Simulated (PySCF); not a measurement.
Vertical excitations of a molecule C4H9B from TDA-PBE/def2-SVPD (PySCF), as energy in eV (oscillator strength): 4.50 (0.006), 4.82 (0.009), 5.80 (0.133), 6.02 (0.125), 6.43 (0.024), 6.81 (0.049), 7.00 (0.007), 7.06 (0.017), 7.27 (0.031), 7.35 (0.004). Lowest triplet (TDA): 3.63 eV. Geometry: PBE0-D3(BJ)/def2-SVP. The values are those of a single conformer.

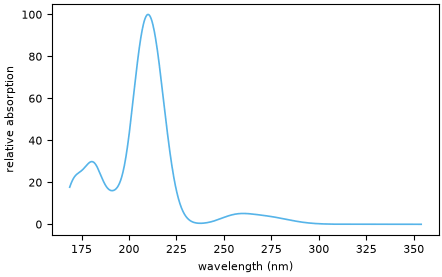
Fig. 1. The lines broadened by 0.4 eV.

Problem. Which molecule gave these data?
A. C=CBCC
B. C=CB(C)C
C. C=CCBC

Solution. A, C=CBCC
